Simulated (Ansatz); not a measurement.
## Ligand exchange: Ge(CH3)(OH)3 + Ta(OH)3O → Ge(OH)4 + Ta(CH3)(OH)2O

Species: Ge(CH3)(OH)3, singlet; Ta(OH)3O, singlet; Ge(OH)4, singlet; Ta(CH3)(OH)2O, singlet. The partners trade CH3 for OH: Ge–CH3 and Ta–OH bonds give way to Ge–OH and Ta–CH3.

Shapes, held fixed at every level: PBE0-D4/def2-TZVP. Flexible molecules stand in one conformer, not always the lowest. Programs: Ansatz 0.2.0. The zero-point and thermal change to 298 K, harmonic and unscaled (PBE0-D4/def2-TZVP), is +1.3 kJ/mol.

```json
{"level": "PBE-D4/def2-TZVPP", "kind": "GGA", "ΔH(298 K) (kJ/mol)": "+63.3", "less CCSD(T)/def2-TZVPP": "+9.1", "CPU time (sum over the molecules)": "36 s"}
{"level": "PBE0-D4/def2-TZVPP", "kind": "global hybrid", "ΔH(298 K) (kJ/mol)": "+61.0", "less CCSD(T)/def2-TZVPP": "+6.8", "CPU time (sum over the molecules)": "45 s"}
{"level": "r2SCAN0-D4/def2-TZVPP", "kind": "global hybrid", "ΔH(298 K) (kJ/mol)": "+59.7", "less CCSD(T)/def2-TZVPP": "+5.5", "CPU time (sum over the molecules)": "73 s"}
{"level": "MP2/def2-TZVPP", "kind": "perturbation theory", "ΔH(298 K) (kJ/mol)": "+58.2", "less CCSD(T)/def2-TZVPP": "+4.0", "CPU time (sum over the molecules)": "–"}
{"level": "CCSD(T)/def2-SVP", "kind": "coupled cluster or CI", "ΔH(298 K) (kJ/mol)": "+53.2", "less CCSD(T)/def2-TZVPP": "-1.0", "CPU time (sum over the molecules)": "2.6 min"}
{"level": "CCSD/def2-SVP", "kind": "coupled cluster or CI", "ΔH(298 K) (kJ/mol)": "+52.7", "less CCSD(T)/def2-TZVPP": "-1.5", "CPU time (sum over the molecules)": "–"}
{"level": "CCSD(T)/def2-TZVPP", "kind": "coupled cluster or CI", "ΔH(298 K) (kJ/mol)": "+54.2", "less CCSD(T)/def2-TZVPP": "0.0", "CPU time (sum over the molecules)": "62 min"}
```

The highest level, CCSD(T)/def2-TZVPP, gives ΔH(298 K) = +54.2 kJ/mol; the levels span +52.7 to +63.3. The column of differences is taken from that level and isn't an error. No measured value is set beside it here. For atoms past krypton def2 sets carry core potentials with scalar relativity. Relativity is left out for Ge. Outer-core shells of Ge, Ta are correlated, in sets that cover them unevenly. Times are processor times on shared x86 and Arm servers, and rough.

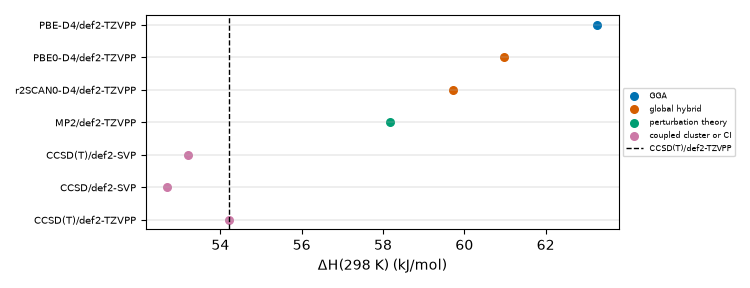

The values of the table, level by level.
